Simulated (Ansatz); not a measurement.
```xyz
5

Cl   -0.3608    2.0629   -3.5096
Cl   -2.1706   -0.4861   -1.7111
Cl    1.2671   -1.0416   -2.6500
Si   -0.5462    0.0131   -2.9839
H    -0.0308    0.6918   -1.5112
```

Geometry: r2SCAN-D4/def2-SVP.

All numbers below come from Ansatz, isolated molecule in a Gaussian basis; Kohn-Sham density functional theory, functional PBE0.

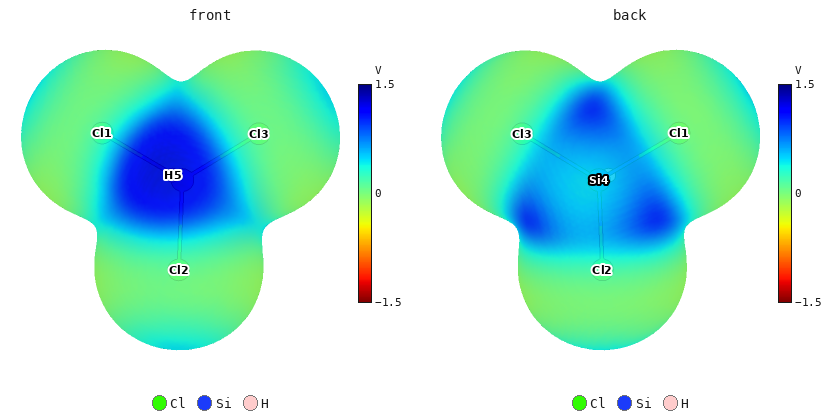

Cl3HSi (triplet). The molecular electrostatic potential painted on the density surface at 0.002 e/bohr³, seen from the front and from behind; red is negative and blue positive.

Where is the surface potential most negative and most positive?

The most negative region (about −0.1 V) lies over Cl1, Cl2 and Cl3, the most positive (about +1.3 V) over H5. Cl1 shows a σ-hole: about +0.4 V at the tip opposite its bond, against about 0.0 V on its flanks. Cl2 shows a σ-hole: about +0.4 V at the tip opposite its bond, against about 0.0 V on its flanks. Cl3 shows a σ-hole: about +0.4 V at the tip opposite its bond, against about 0.0 V on its flanks.

How polar is the molecule by this calculation?

Its dipole moment is 0.19 D.
